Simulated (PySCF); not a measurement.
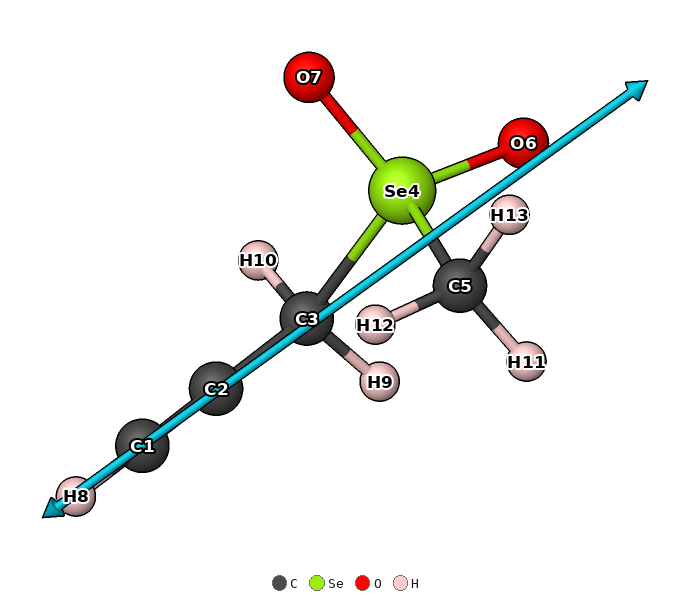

The double arrow shows the direction of the transition dipole to excited singlet state 3 (its length means nothing). The geometry was computed by an optimisation with GFN2-xTB. No frequency run is at hand to confirm it as a minimum. Level of theory: TDDFT PBE0/def2-SVPD, vertical, gas phase, core orbitals frozen in the response (PySCF 2.14.0).

Question: Give its energy, strength and character.

Answer: 6.21 eV (199 nm), oscillator strength 0.12, of mixed character, with the largest part HOMO → LUMO (weight 0.50); transition dipole 2.29 D.

The geometry is semi-empirical. Around Se such bond lengths and angles can be off by a tenth of an ångström or more and by several degrees, and values that hang on the shape move with them.
